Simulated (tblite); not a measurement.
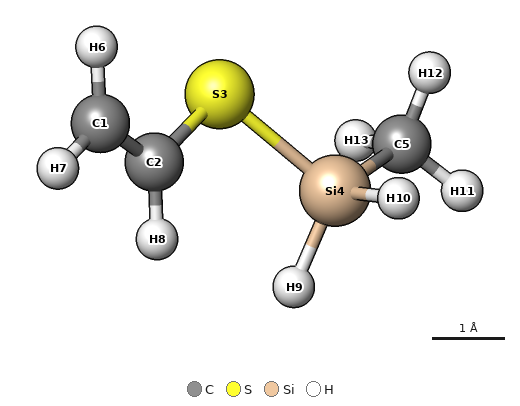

Fig. 1: The structure as given in the input (ball-and-stick view, seen at a tilt; atoms are numbered from 1 in the order of the input). Bond lengths as drawn: C–C 1.33 Å, C–H 1.08 to 1.09 Å, C–S 1.76 Å, C–Si 1.86 Å, H–Si 1.49 Å and S–Si 2.14 Å.

# Energy and gradient calculation, with input and output: C3H8SSi (charge +1)

C3H8SSi, charge +1, multiplicity 2, computed with GFN2-xTB, R-SCC (tblite 0.8.0).

The geometry is that of the parent species in another charge or spin state. The geometry comes from this level: PBE0-D4/def2-TZVP.

Input (job.py):
```python
import json
import numpy as np
from tblite.interface import Calculator

symbols = ["C", "C", "S", "Si", "C", "H", "H", "H", "H", "H", "H", "H", "H"]
numbers = np.array([6, 6, 16, 14, 6, 1, 1, 1, 1, 1, 1, 1, 1])
positions = np.array([
    [-0.845500, 2.500800, 1.690800],
    [-0.551300, 1.709600, 0.667600],
    [0.690700, 0.466200, 0.737800],
    [-0.113000, -0.930200, -0.672700],
    [1.213200, -2.190300, -1.025100],
    [-0.369900, 2.389600, 2.658400],
    [-1.573600, 3.294800, 1.575200],
    [-1.039900, 1.838900, -0.294100],
    [-0.503900, -0.173900, -1.894700],
    [-1.336300, -1.580800, -0.130700],
    [0.845700, -2.933800, -1.736700],
    [1.505300, -2.711700, -0.111100],
    [2.099000, -1.713900, -1.449500],
]) / 0.52917721

tb = Calculator("GFN2-xTB", numbers, positions, charge=1, uhf=1)
tb.set("accuracy", 0.1)
wfn = tb.singlepoint()

print(f"total energy: {wfn.get('energy') * 2625.4996:.8f} kJ/mol")
eps = np.atleast_2d(wfn.get("orbital-energies")) * 27.211386
occ = np.atleast_2d(wfn.get("orbital-occupations"))
filled = occ.sum(axis=0) if eps.shape[0] == 1 else occ[0]
homo = np.nonzero(filled > 0.5)[0].max()
print(f"HOMO {eps[0, homo]:.4f} eV")
if homo + 1 < eps.shape[1]:
    print(f"LUMO {eps[0, homo + 1]:.4f} eV, gap {eps[0, homo + 1] - eps[0, homo]:.4f} eV")
mu = wfn.get("dipole") * 2.541746
print(f"|mu|: {np.linalg.norm(mu):.4f} D, components " + " ".join(f"{c:.4f}" for c in mu))
q = wfn.get("charges")
g = wfn.get("gradient")
print("atom     charge      dE/dx        dE/dy        dE/dz   (Eh/bohr)")
for i, s in enumerate(symbols):
    print(f"{s:<2}{i + 1:<3} {q[i]:9.4f} {g[i, 0]:12.7f} {g[i, 1]:12.7f} {g[i, 2]:12.7f}")
print(f"gradient norm {np.linalg.norm(g):.6f} Eh/bohr")
out = {k: np.asarray(wfn.get(k)).tolist() for k in ("energy", "gradient", "charges", "dipole", "orbital-energies", "orbital-occupations")}
out.update(symbols=symbols, positions=(positions * 0.529177210903).tolist())
json.dump(out, open("results.json", "w"))
```

Run on 1 thread of Intel Xeon @ 2.50GHz (Skylake/Cascade Lake), 189 GiB of memory available, shared host.

Run as:
```bash
python job.py
```

Output:
```
------------------------------------------------------------
  cycle        total energy    energy error   density error
------------------------------------------------------------
      1     -14.77433560759  -1.4977038E+01   2.7295351E-01
      2     -14.91038869424  -1.3605309E-01   1.7032548E-01
      3     -14.94394959528  -3.3560901E-02   1.1536377E-01
      4     -14.94439696725  -4.4737196E-04   6.9995482E-02
      5     -14.97664736418  -3.2250397E-02   4.6656430E-02
      6     -14.97836483458  -1.7174704E-03   3.8745149E-02
      7     -14.97940581096  -1.0409764E-03   2.9205951E-02
      8     -14.98023783229  -8.3202133E-04   1.5220357E-02
      9     -14.98034672171  -1.0888942E-04   1.0581206E-02
     10     -14.98041891167  -7.2189957E-05   6.5472863E-03
     11     -14.98054762298  -1.2871131E-04   1.6931465E-03
     12     -14.98055092578  -3.3027975E-06   1.3117951E-03
     13     -14.98055442851  -3.5027262E-06   3.5809918E-04
     14     -14.98055467511  -2.4659971E-07   1.5975284E-04
     15     -14.98055468436  -9.2593773E-09   1.3077658E-04
     16     -14.98055473485  -5.0482651E-08   2.6721412E-05
     17     -14.98055473656  -1.7159909E-09   1.1316656E-05
     18     -14.98055473680  -2.3956126E-10   3.1514734E-06
     19     -14.98055473682  -1.6269652E-11   8.7886536E-07
------------------------------------------------------------

 total:                                   0.027 sec
total energy: -39331.44046930 kJ/mol
HOMO -15.8348 eV
LUMO -11.5576 eV, gap 4.2772 eV
|mu|: 1.5473 D, components -0.6786 1.1280 0.8131
atom     charge      dE/dx        dE/dy        dE/dz   (Eh/bohr)
C 1     -0.0360   -0.0014295   -0.0087413   -0.0112184
C 2     -0.0061   -0.0082180    0.0082583    0.0137308
S 3      0.0985    0.0047606   -0.0215960   -0.0182064
Si4      0.5012    0.0233958    0.0209095    0.0339049
C 5     -0.2223   -0.0048646    0.0034128   -0.0011137
H 6      0.1223    0.0020937   -0.0010843    0.0023119
H 7      0.1316   -0.0008775    0.0029778   -0.0022596
H 8      0.1037   -0.0006542    0.0034238   -0.0025482
H 9     -0.0100   -0.0023659   -0.0011723   -0.0103409
H 10     0.0189   -0.0063226   -0.0082753   -0.0037447
H 11     0.0913   -0.0031097   -0.0025985   -0.0028426
H 12     0.1031   -0.0020042    0.0011251    0.0024450
H 13     0.1039   -0.0004040    0.0033605   -0.0001183
gradient norm 0.062030 Eh/bohr
```

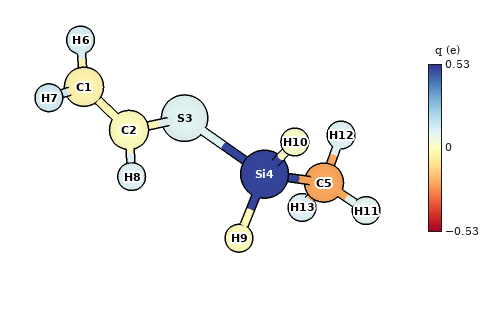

Fig. 2: Mulliken charges, as the colour of each atom (ball-and-stick view, seen at a tilt; atoms are numbered from 1 in the order of the input). By element: C −0.22 to −0.01, S +0.10, Si +0.50 and H −0.01 to +0.13 e.

Summary:

| quantity | value |
| --- | --- |
| outcome | converged |
| total energy | −14.980555 hartree |
| basis functions | 38 |
| largest force | 2.376 eV/Å |
| peak memory | 0.067 GiB |

Remarks:

The record of the run, not the program, notes: no spin polarisation.
